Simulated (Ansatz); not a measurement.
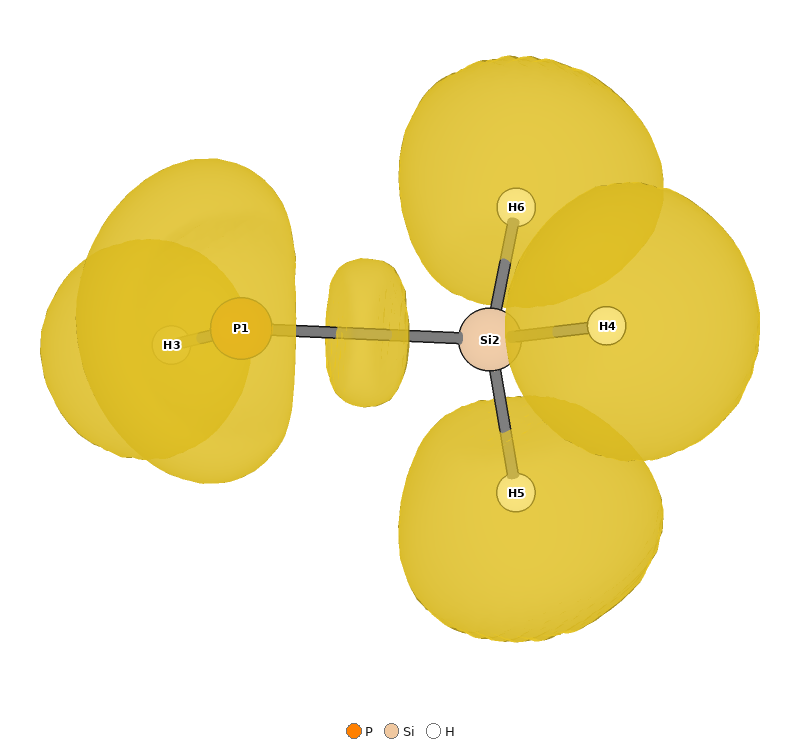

H₄PSi (doublet). Isosurface of the ELF at 0.85 (yellow), seen from one side. Core shells and regions of very low density are left out.

Geometry: B3LYP-D4/def2-TZVP.

Computed with isolated molecule in a Gaussian basis; Kohn-Sham density functional theory, functional PBE0 in Ansatz.

The calculation's input:

```
crystal:
  periodic: [false, false, false]
  atoms:
    - symbol: P
      position_ang: [0.963626, -0.365005, -1.094798]
    - symbol: Si
      position_ang: [-0.100735, 1.251977, 0.074074]
    - symbol: H
      position_ang: [1.897962, 0.570257, -1.626785]
    - symbol: H
      position_ang: [-1.222830, 0.644291, 0.825702]
    - symbol: H
      position_ang: [0.826984, 1.900935, 1.033660]
    - symbol: H
      position_ang: [-0.638926, 2.290145, -0.839843]
basis:
  gaussian:
    orbitals: def2-TZVPD
magnetization:
  spin_polarized: true
  initial_magnetization: 1
hamiltonian:
  xc: pbe0
output: {forces: true, orbitals: {seedname: orbitals}}
```

Run with:

```sh
ansatz run input.yaml --threads 2 --pin off --max-ram 4350MiB --events-out events.jsonl --progress --plain --runs-dir runs
```

**What do the ELF domains correspond to?**

At this value the surface marks out one region between bonded P–Si atoms (shared pairs), four regions around hydrogen nuclei and one lobe on P, pointing away from the bonds (non-bonding electrons). Along the contacts the grid gives the following. Si–P (2.26 Å): the ELF peaks at about 0.95 between the atoms: a covalent bond. P–H (1.43 Å): the ELF climbs to about 1 towards the hydrogen, as it does in any bond to H.
